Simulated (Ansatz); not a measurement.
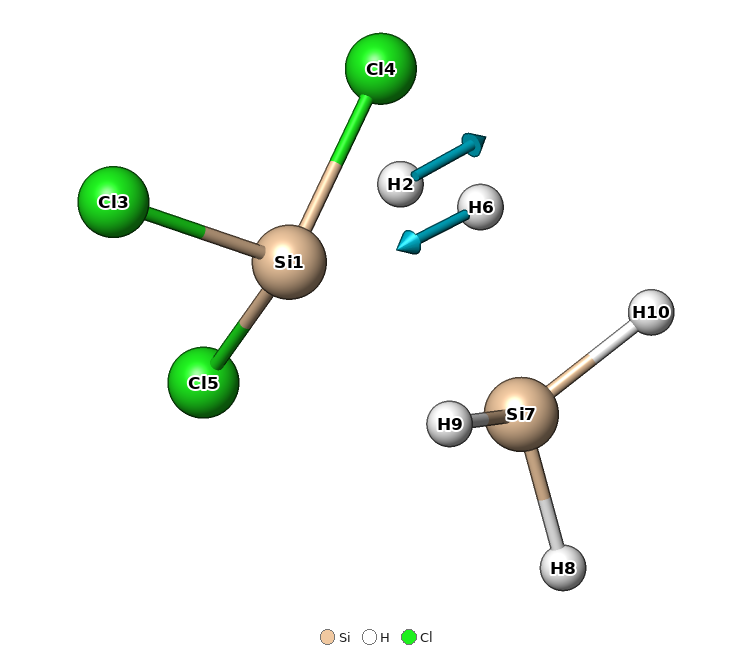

The arrows show one normal mode. Harmonic vibrations computed with RKS PBE0-D4/def2-SVP (Ansatz 0.2.0) at a stationary point of the same level. It is a saddle point of order 2.

**At what wavenumber does it lie?**

1426 cm⁻¹; it is mode 19 of 24 counted from the lowest.
